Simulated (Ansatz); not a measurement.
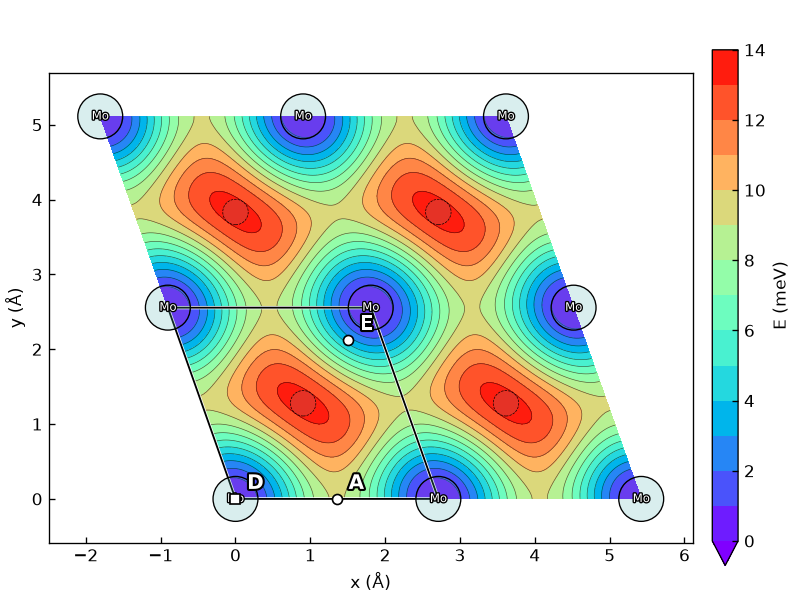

CO on a Mo(110) slab cut from the Im-3m phase, its upper half relaxed before the scan (12 atoms of substrate and one adsorbate in a 2 × 2 cell). 
- CO (O end down) is moved over the surface cell at a fixed height above a rigid substrate; the origin of the map has the adsorbate above Mo9; the height is held at 3.60 Å.
- Places are given modulo a cell vector. The map is drawn in real space over the plane of the surface.
- The scan uses a 6 × 6 grid; 13 points were computed and 23 follow by symmetry.
- Places are given in fractions of the 1 × 1 surface cell.
- Energies: meV, counted from the lowest grid point.
- At a fixed height the lowest place need not be the adsorption site. The runs have no spin polarisation; a magnetic state may lie lower.
- The calculation used DFT PBE+D3(BJ), scalar-relativistic, plane waves, PAW in Ansatz. Settings: cutoff 420 eV, k-mesh 5×5×1, gaussian smearing 0.1 eV, no spin polarisation.

The picture shows filled contours, labelled circles for the atoms of the top layer and small ones for the second layer, the outline of one cell of the 2 × 2 shown, lettered points. Between grid points the surface is interpolated.

Is E the lowest point of the computed grid?

No. E lies 3.4 meV above the lowest grid point, which is at the top site over a surface Mo atom, (0/6, 0/6) of the cell vectors.

What kind of point is each of A, D, E: minimum, saddle, maximum or slope?

A: saddle point; D: minimum; E: on a slope. (In these two coordinates alone; a stationary point may lie a little off the grid point.)

PAW datasets: the set soft_1.
